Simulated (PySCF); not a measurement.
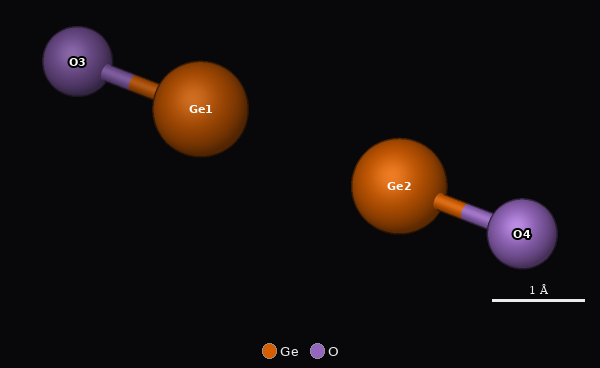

*The structure as given in the input (ball-and-stick view, seen at an oblique angle; atoms are numbered from 1 in the order of the input). Sticks mark near contacts.*

Run report: Ge$_{2}$O$_{2}$, frequency calculation

The run: frequency calculation of Ge$_{2}$O$_{2}$, multiplicity 3. Method and program: UKS-based PBE0, Ge def2-TZVP, O def2-TZVP; non-relativistic Hamiltonian; density fitting (PySCF 2.14.0).

The program's output
```
init E= -4303.73041896957
  alpha nocc = 41  HOMO = -0.218501766634112  LUMO = -0.117973871019475
  beta  nocc = 39  HOMO = -0.336033453803197  LUMO = -0.1849463365741
  HOMO = -0.218501766634  LUMO = -0.184946336574  gap/eV = 0.91309
cycle= 1 E= -4303.73041896445  delta_E= 5.12e-09  |g|= 0.000113  |ddm|= 8.79e-05
  alpha nocc = 41  HOMO = -0.218500524947665  LUMO = -0.117972271788025
  beta  nocc = 39  HOMO = -0.336047541621084  LUMO = -0.184950535780942
  HOMO = -0.218500524948  LUMO = -0.184950535781  gap/eV = 0.91294
cycle= 2 E= -4303.73041889978  delta_E= 6.47e-08  |g|= 0.000402  |ddm|= 0.000313
  alpha nocc = 41  HOMO = -0.21850145037461  LUMO = -0.117973444412884
  beta  nocc = 39  HOMO = -0.336037455149176  LUMO = -0.184947515577512
  HOMO = -0.218501450375  LUMO = -0.184947515578  gap/eV = 0.91305
cycle= 3 E= -4303.73041896999  delta_E= -7.02e-08  |g|= 9.64e-06  |ddm|= 0.000245
  alpha nocc = 41  HOMO = -0.218501508844028  LUMO = -0.117973517825869
  beta  nocc = 39  HOMO = -0.336036799309316  LUMO = -0.18494732514268
  HOMO = -0.218501508844  LUMO = -0.184947325143  gap/eV = 0.91306
cycle= 4 E= -4303.73041897003  delta_E= -4.46e-11  |g|= 3.24e-07  |ddm|= 5.57e-06
  alpha nocc = 41  HOMO = -0.218501501964411  LUMO = -0.117973505835458
  beta  nocc = 39  HOMO = -0.336036876358266  LUMO = -0.184947345733072
  HOMO = -0.218501501964  LUMO = -0.184947345733  gap/eV = 0.91306
Extra cycle  E= -4303.73041897002  delta_E= 1.18e-11  |g|= 6.34e-07  |ddm|= 1.12e-06
converged SCF energy = -4303.73041897002  <S^2> = 2.0126074  2S+1 = 3.0083932
```

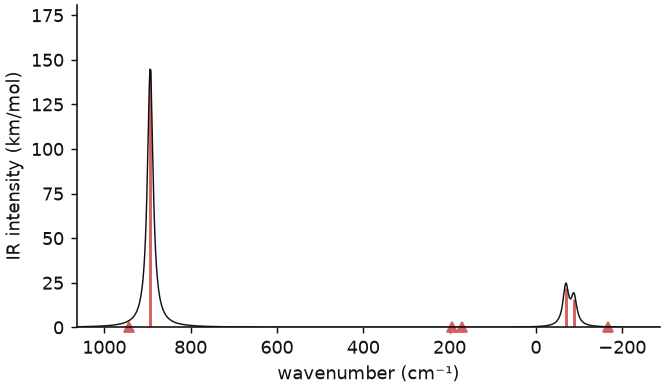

*Harmonic infrared spectrum, unscaled: sticks (degenerate modes added up, dark ones marked on the axis) with a Lorentzian envelope of 16 cm⁻¹ full width, scaled to the tallest stick; imaginary modes are drawn at negative wavenumbers.*

7 modes from 167i to 943 cm⁻¹, 3 imaginary beyond 8i (167i, 88i, 69i cm⁻¹): not a minimum. The strongest line is at 894 cm⁻¹ (145 km/mol). All modes, in cm⁻¹ (km/mol): 167i (0.0), 88i (15.8), 69i (22), 172 (0.0), 194 (0.0), 894 (145), 943 (0.0).

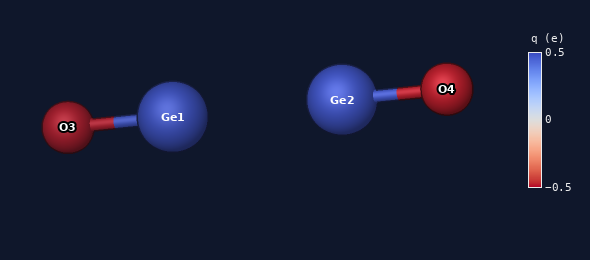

*Mulliken charges, as the colour of each atom (ball-and-stick view, seen at a tilt; atoms are numbered from 1 in the order of the input).*

By element: Ge +0.47 and O −0.47 e.

This output came from the following input.

The input
```python
from pyscf import gto, scf, dft
mol = gto.M(atom='''
Ge     0.000000    -0.000000     1.328480
Ge    -0.000000    -0.000000    -1.328480
O      0.000000    -0.000000     2.971878
O     -0.000000     0.000000    -2.971878''',
    basis={'Ge': 'def2-TZVP', 'O': 'def2-TZVP'},
    charge=0, spin=2)
mf = dft.UKS(mol, xc='PBE0')
mf.grids.atom_grid = (75, 302)
aux = {'Ge': 'def2-universal-JKFIT', 'O': 'def2-universal-JKFIT'}
mf = mf.density_fit(auxbasis=aux)
mf.conv_tol = 1e-09
mf.diis_space = 10
mf.max_cycle = 60
mf.verbose = 4
mf.kernel()
```

The script is an equivalent of the set-up of the self-consistent field. The run itself was carried out by a driver, which started from the orbitals of the step before it where there was one and computed the further properties.

Launch command:
```bash
OMP_NUM_THREADS=4 python axn.py task.json out
```

Key numbers

```json
{"quantity": "outcome", "value": "converged"}
{"quantity": "total energy", "value": "−4303.730419 hartree"}
{"quantity": "⟨S²⟩", "value": "2.013"}
{"quantity": "zero-point energy", "value": "0.005018 hartree"}
{"quantity": "dipole moment", "value": "0.00 D"}
{"quantity": "wavenumbers, lowest and highest", "value": "167i and 943 cm⁻¹"}
{"quantity": "hardware", "value": "4 threads of Arm Neoverse V2, 24 GiB of memory available, shared host"}
{"quantity": "wall time", "value": "1.9 min (CPU time 6.1 min)"}
{"quantity": "peak memory", "value": "1.6 GiB"}
```

Remarks

Checks after the run noted: the SCF density has lower symmetry than the nuclear frame.
